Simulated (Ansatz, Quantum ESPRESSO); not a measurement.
# ErSi2 (P6/mmm): zone-centre phonons, part 2 of 3

Aim: the zone-centre modes of ErSi2 (P6/mmm).

Quantum ESPRESSO 7.5; DFT PBEsol, scalar-relativistic, plane waves, PseudoDojo norm-conserving, 4f in core pseudopotentials.

So far. Step 2 (A probe with smearing): No gap opens on this mesh, so smearing is kept; the start stands at -3.0 GPa. Step 4 (Ground state): The cell stands at -0.015 GPa, close enough for phonons. The relaxed cell has a = 4.055, c = 3.781 Å (conventional setting).

## (5) Zone-centre response

At q = 0 one unit cell holds all displacements; symmetry groups them into irreducible representations that are solved one by one. With smeared occupations no response to a homogeneous field can be asked.

Contents of ph.in:

```
phonons
&inputph
   prefix = 'x'
   outdir = './tmp'
   fildyn = 'g.dyn'
   tr2_ph = 1.0d-18
   alpha_mix(1) = 0.4
   nmix_ph = 8
/
0.000000000 0.000000000 0.000000000
```

Launch:

```bash
$ OMP_NUM_THREADS=1 mpirun -n 4 ph.x -nk 4 -in ph.in > ph.out
```

Log:

```text
[banners, grids, parts of the stress and lines that vanish by symmetry left out]
[banner, memory and clock lines left out]
Program PHONON v.7.5

     ./tmp/x.save/

     IMPORTANT: XC functional enforced from input :
     Exchange-correlation= PBESOL
                           (   1   4  10   8   0   0   0)
     Any further DFT definition will be discarded
     Please, verify this is what you really want

     G-vector sticks info

     Reading collected, re-writing distributed wavefunctions in ./tmp/

     Number and degeneracy of irreps per q-point
       N         xq(1)         xq(2)         xq(3)   N irreps
       1   0.000000000   0.000000000   0.000000000       6
        1   2   1   1   2   2

     Calculation of q =    0.0000000   0.0000000   0.0000000

     phonons

     bravais-lattice index     =            4
     lattice parameter (alat)  =       7.6620  a.u.
     unit-cell volume          =     363.2738 (a.u.)^3
     number of atoms/cell      =            3
     number of atomic types    =            2
     kinetic-energy cut-off    =      44.0000  Ry
     charge density cut-off    =     176.0000  Ry
     convergence threshold     =      1.0E-18
     beta                      =       0.4000
     number of iterations used =            8
     Exchange-correlation= PBESOL
                           (   1   4  10   8   0   0   0)

     celldm(1)=    7.66196  celldm(2)=    0.00000  celldm(3)=    0.93258
     celldm(4)=    0.00000  celldm(5)=    0.00000  celldm(6)=    0.00000

     crystal axes: (cart. coord. in units of alat)
               a(1) = (  1.0000  0.0000  0.0000 )
               a(2) = ( -0.5000  0.8660  0.0000 )
               a(3) = (  0.0000  0.0000  0.9326 )

     reciprocal axes: (cart. coord. in units 2 pi/alat)
               b(1) = (  1.0000  0.5774 -0.0000 )
               b(2) = (  0.0000  1.1547  0.0000 )
               b(3) = (  0.0000 -0.0000  1.0723 )

     Atoms inside the unit cell:

     Cartesian axes

     site n.  atom      mass           positions (alat units)
        1  Er    167.2590   tau(    1) = (    0.00000    0.00000    0.00000  )
        2  Si     28.0850   tau(    2) = (    0.50000    0.28868    0.46629  )
        3  Si     28.0850   tau(    3) = (   -0.00000    0.57735    0.46629  )

     Computing dynamical matrix for
                    q = (   0.0000000   0.0000000   0.0000000 )

     25 Sym.Ops. (with q -> -q+G )

     G cutoff =  261.7174  (  14239 G-vectors)     FFT grid: ( 36, 36, 32)

     number of k points=    70  Marzari-Vanderbilt smearing, width (Ry)=  0.0200
                       cart. coord. in units 2pi/alat
        k(    1) = (   0.0000000   0.0000000   0.0000000), wk =   0.0025000
        k(    2) = (   0.0000000   0.0000000   0.1340374), wk =   0.0050000
        k(    3) = (   0.0000000   0.0000000   0.2680749), wk =   0.0050000
        [... further k-points left out ...]

     PseudoPot. # 1 for Er read from file:
     ./pseudo/Er.upf
     Pseudo is Norm-conserving + core correction, Zval = 11.0
     Using radial grid of 1906 points,  7 beta functions with:
                l(1) =   0
                l(2) =   0
                l(3) =   1
                l(4) =   1
                l(5) =   2
                l(6) =   2
                l(7) =   3

     PseudoPot. # 2 for Si read from file:
     ./pseudo/Si.upf
     Pseudo is Norm-conserving + core correction, Zval =  4.0
     Using radial grid of 1510 points,  6 beta functions with:
                l(1) =   0
                l(2) =   0
                l(3) =   1
                l(4) =   1
                l(5) =   2
                l(6) =   2

     Mode symmetry, D_6h(6/mmm) point group:

     Atomic displacements:
     There are    6 irreducible representations

     Representation     1      1 modes -  To be done

     Representation     2      2 modes -  To be done

     Representation     3      1 modes -  To be done

     Representation     4      1 modes -  To be done

     Representation     5      2 modes -  To be done

     Representation     6      2 modes -  To be done

     Alpha used in Ewald sum =   1.7000

     Representation #   1 mode #   1

     Self-consistent Calculation
      thresh= 1.000E-02 alpha_mix =  0.400 |ddv_scf|^2 =  2.450E-08
      thresh= 1.565E-05 alpha_mix =  0.400 |ddv_scf|^2 =  6.090E-09
      thresh= 7.804E-06 alpha_mix =  0.400 |ddv_scf|^2 =  3.063E-10
      thresh= 1.750E-06 alpha_mix =  0.400 |ddv_scf|^2 =  3.341E-13
      thresh= 5.780E-08 alpha_mix =  0.400 |ddv_scf|^2 =  5.291E-14
      thresh= 2.300E-08 alpha_mix =  0.400 |ddv_scf|^2 =  2.332E-17
      thresh= 4.829E-10 alpha_mix =  0.400 |ddv_scf|^2 =  6.189E-18
      thresh= 2.488E-10 alpha_mix =  0.400 |ddv_scf|^2 =  4.098E-21

     End of self-consistent calculation

     Convergence has been achieved

     Representation #   2 modes #   2   3

     Self-consistent Calculation
      thresh= 1.000E-02 alpha_mix =  0.400 |ddv_scf|^2 =  3.193E-07
      thresh= 5.651E-05 alpha_mix =  0.400 |ddv_scf|^2 =  5.188E-09
      thresh= 7.203E-06 alpha_mix =  0.400 |ddv_scf|^2 =  4.227E-10
      thresh= 2.056E-06 alpha_mix =  0.400 |ddv_scf|^2 =  1.563E-12
      thresh= 1.250E-07 alpha_mix =  0.400 |ddv_scf|^2 =  1.347E-13
      thresh= 3.670E-08 alpha_mix =  0.400 |ddv_scf|^2 =  1.292E-15
[...]
End of self-consistent calculation

     Convergence has been achieved

     Representation #   3 mode #   4

     Self-consistent Calculation
[...]
End of self-consistent calculation

     Convergence has been achieved

     Representation #   4 mode #   5

     Self-consistent Calculation
[...]
End of self-consistent calculation

     Convergence has been achieved

     Representation #   5 modes #   6   7

     Self-consistent Calculation
[...]
End of self-consistent calculation

     Convergence has been achieved

     Representation #   6 modes #   8   9

     Self-consistent Calculation
[...]
thresh= 3.656E-05 alpha_mix =  0.400 |ddv_scf|^2 =  5.405E-09
      thresh= 7.352E-06 alpha_mix =  0.400 |ddv_scf|^2 =  1.284E-10
      thresh= 1.133E-06 alpha_mix =  0.400 |ddv_scf|^2 =  2.624E-12
      thresh= 1.620E-07 alpha_mix =  0.400 |ddv_scf|^2 =  5.647E-13
      thresh= 7.515E-08 alpha_mix =  0.400 |ddv_scf|^2 =  2.641E-15
      thresh= 5.139E-09 alpha_mix =  0.400 |ddv_scf|^2 =  2.285E-17
      thresh= 4.780E-10 alpha_mix =  0.400 |ddv_scf|^2 =  7.435E-19

     End of self-consistent calculation

     Convergence has been achieved

     Number of q in the star =    1
     List of q in the star:
          1   0.000000000   0.000000000   0.000000000

     Diagonalizing the dynamical matrix

     q = (    0.000000000   0.000000000   0.000000000 )

 **************************************************************************
     freq (    1) =      -0.128187 [THz] =      -4.275847 [cm-1]
     freq (    2) =      -0.128041 [THz] =      -4.270992 [cm-1]
     freq (    3) =      -0.128041 [THz] =      -4.270992 [cm-1]
     freq (    4) =       4.330058 [THz] =     144.435178 [cm-1]
     freq (    5) =       4.941866 [THz] =     164.842901 [cm-1]
     freq (    6) =       4.941866 [THz] =     164.842901 [cm-1]
     freq (    7) =       7.320999 [THz] =     244.202252 [cm-1]
     freq (    8) =      12.542267 [THz] =     418.365011 [cm-1]
     freq (    9) =      12.542267 [THz] =     418.365011 [cm-1]
 **************************************************************************

     Mode symmetry, D_6h(6/mmm) point group:

     freq (   1-   1) =         -4.3  [cm-1]   --> A_2u            I
     freq (   2-   3) =         -4.3  [cm-1]   --> E_1u            I
     freq (   4-   4) =        144.4  [cm-1]   --> B_1g
     freq (   5-   6) =        164.8  [cm-1]   --> E_1u            I
     freq (   7-   7) =        244.2  [cm-1]   --> A_2u            I
     freq (   8-   9) =        418.4  [cm-1]   --> E_2g            R
```

Elapsed: 2.4 min, on 4 MPI ranks of Arm Neoverse V2, shared host.

Read from the output:

```yaml
largest_acoustic_frequency_at_the_zone_centre_before_the_sum_rule: -4.28 cm⁻¹
highest_optical_zone_centre_mode_no_lo_to_term: 418.4 cm⁻¹
lowest_optical_zone_centre_mode: 144.4 cm⁻¹
```

The acoustic modes at Γ come out as far as 4.3 cm⁻¹ from zero, where they should vanish, a small numerical error.

## (6) Modes with the sum rule

A rigid shift of the crystal must cost nothing, but grids and finite bases break this; the acoustic sum rule is imposed before the matrix is diagonalised again.

Contents of dynmat.in:

```
&input
   fildyn = 'g.dyn'
   asr = 'simple'
   fileig = 'dynmat.eig'
/
```

Launch:

```bash
$ dynmat.x -in dynmat.in > dynmat.out
```

Log:

```text
[banner, memory and clock lines left out]
Program DYNMAT v.7.5

     Reading Dynamical Matrix from file g.dyn
     ...Force constants read
     ...epsilon and Z* not read (not found on file)
     A direction for q was not specified:TO-LO splitting will be absent

     Polarizability (A^3 units)
     multiply by 1.000000 for Clausius-Mossotti correction
         0.000000    0.000000    0.000000
         0.000000    0.000000    0.000000
         0.000000    0.000000    0.000000

     IR activities are in (D/A)^2/amu units

# mode   [cm-1]    [THz]      IR
    1     -0.00   -0.0000    0.0000
    2      0.00    0.0000    0.0000
    3      0.00    0.0000    0.0000
    4    144.50    4.3320    0.0000
    5    164.90    4.9435    0.0000
    6    164.90    4.9435    0.0000
    7    244.24    7.3221    0.0000
    8    418.39   12.5429    0.0000
    9    418.39   12.5429    0.0000

cm-1]
[end of the log left out, with the tail of the file of modes that dynmat.x writes under the same name]
```

Elapsed: 0.47 s, on 1 thread.

Read from the output:

```yaml
lowest_optical_zone_centre_mode: 144.5 cm⁻¹
```

Unit eigenvectors of the mass-weighted matrix after the sum rule; no LO-TO term. Modes at Γ, with each element's share of the kinetic energy:

| mode | frequency (cm⁻¹) | symmetry | Er % | Si % |
| --- | --- | --- | --- | --- |
| 1 | 0.0 | acoustic | 75 | 25 |
| 2 | 0.0 | acoustic | 75 | 25 |
| 3 | 0.0 | acoustic | 75 | 25 |
| 4 | 144.5 | B1g | 0 | 100 |
| 5 | 164.9 | E1u | 25 | 75 |
| 6 | 164.9 | E1u | 25 | 75 |
| 7 | 244.2 | A2u | 25 | 75 |
| 8 | 418.4 | E2g | 0 | 100 |
| 9 | 418.4 | E2g | 0 | 100 |

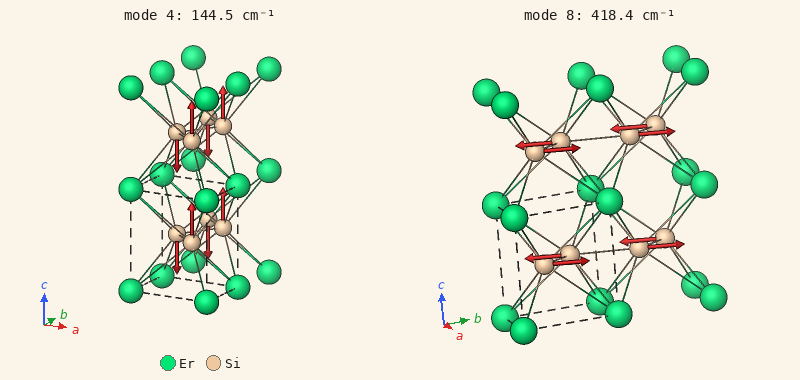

Displacement patterns of modes 4 and 8 at Γ; arrows are exaggerated. 1×2×2 cells are drawn. Some periodic images of atoms are drawn too.

The rule moves no optical mode by more than 0.1 cm⁻¹.

## (7) Sum rules set otherwise (asr no)

Without the rule the raw error of the acoustic modes shows.

Contents of dynmat.in:

```
&input
   fildyn = 'g.dyn'
   asr = 'no'
   fileig = 'dynmat.eig'
/
```

Launch:

```bash
$ dynmat.x -in dynmat.in > dynmat.out
```

Log:

```text
[banner, memory and clock lines left out]
Program DYNMAT v.7.5

     Reading Dynamical Matrix from file g.dyn
     ...Force constants read
     ...epsilon and Z* not read (not found on file)
     A direction for q was not specified:TO-LO splitting will be absent

     Polarizability (A^3 units)
     multiply by 1.000000 for Clausius-Mossotti correction
         0.000000    0.000000    0.000000
         0.000000    0.000000    0.000000
         0.000000    0.000000    0.000000

     IR activities are in (D/A)^2/amu units

# mode   [cm-1]    [THz]      IR
    1     -4.28   -0.1282    0.0000
    2     -4.27   -0.1280    0.0000
    3     -4.27   -0.1280    0.0000
    4    144.44    4.3301    0.0000
    5    164.84    4.9419    0.0000
    6    164.84    4.9419    0.0000
    7    244.20    7.3210    0.0000
    8    418.37   12.5423    0.0000
    9    418.37   12.5423    0.0000

cm-1]
[end of the log left out, with the tail of the file of modes that dynmat.x writes under the same name]
```

Run time: 0.47 s. Hardware: 1 thread.

Numbers from this step:

```yaml
lowest_optical_zone_centre_mode: 144.4 cm⁻¹
```

Zone-centre frequencies as printed; negative means imaginary. Modes:

| mode | frequency (cm⁻¹) |
| --- | --- |
| 1 | -4.28 |
| 2 | -4.27 |
| 3 | -4.27 |
| 4 | 144.4 |
| 5 | 164.8 |
| 6 | 164.8 |
| 7 | 244.2 |
| 8 | 418.4 |
| 9 | 418.4 |

Against the first rule no mode moves by more than 4.3 cm⁻¹.

## (8) Sum rules set otherwise: a sum rule for molecules or wires on a crystal

This rule also removes rotations, which suits wires and not a crystal; it is tried to see the harm.

Contents of dynmat.in:

```
&input
   fildyn = 'g.dyn'
   asr = 'one-dim'
   fileig = 'dynmat.eig'
/
```

Launch:

```bash
$ dynmat.x -in dynmat.in > dynmat.out
```

Log:

```text
[banner, memory and clock lines left out]
Program DYNMAT v.7.5

     Reading Dynamical Matrix from file g.dyn
     ...Force constants read
     ...epsilon and Z* not read (not found on file)
asr rotation axis in 1D system=    3
     Acoustic Sum Rule: || Z*(ASR) - Z*(orig)|| =    0.000000E+00
     Acoustic Sum Rule: ||dyn(ASR) - dyn(orig)||=    3.038203E-01
     A direction for q was not specified:TO-LO splitting will be absent

     Polarizability (A^3 units)
     multiply by 1.000000 for Clausius-Mossotti correction
         0.000000    0.000000    0.000000
         0.000000    0.000000    0.000000
         0.000000    0.000000    0.000000

     IR activities are in (D/A)^2/amu units

# mode   [cm-1]    [THz]      IR
    1     -0.00   -0.0000    0.0000
    2      0.00    0.0000    0.0000
    3      0.00    0.0000    0.0000
    4      0.00    0.0000    0.0000
    5    144.44    4.3301    0.0000
    6    164.79    4.9403    0.0000
    7    244.17    7.3200    0.0000
    8    292.02    8.7546    0.0000
    9    418.37   12.5423    0.0000

[end of the log left out, with the tail of the file of modes that dynmat.x writes under the same name]
```

It took 0.47 s on 1 thread.

The program raised no error, yet the settings are not those of a careful run.

The fault: a sum rule for molecules or wires on a crystal; 1 optical mode is projected out to zero frequency, as if it were a rotation.

For a crystal the rule has to be 'simple' or 'crystal'.

Zone-centre frequencies as printed; negative means imaginary. Modes:

| mode | frequency (cm⁻¹) |
| --- | --- |
| 1 | 0 |
| 2 | 0 |
| 3 | 0 |
| 4 | 0 |
| 5 | 144.4 |
| 6 | 164.8 |
| 7 | 244.2 |
| 8 | 292 |
| 9 | 418.4 |

(Part 2 of 3 ends here.)

[Host names and launcher messages were left out of these logs when they were recorded.]

[Logs are printed without paths, hosts, clocks, repeated set-up lines and the standing remarks that a program may print on its own settings, such as how far it seeks lower states.]

[Hosts, paths, dates, database ids (printed as entryN), source tags and the programs' standing remarks are cut or masked in the printed files.]
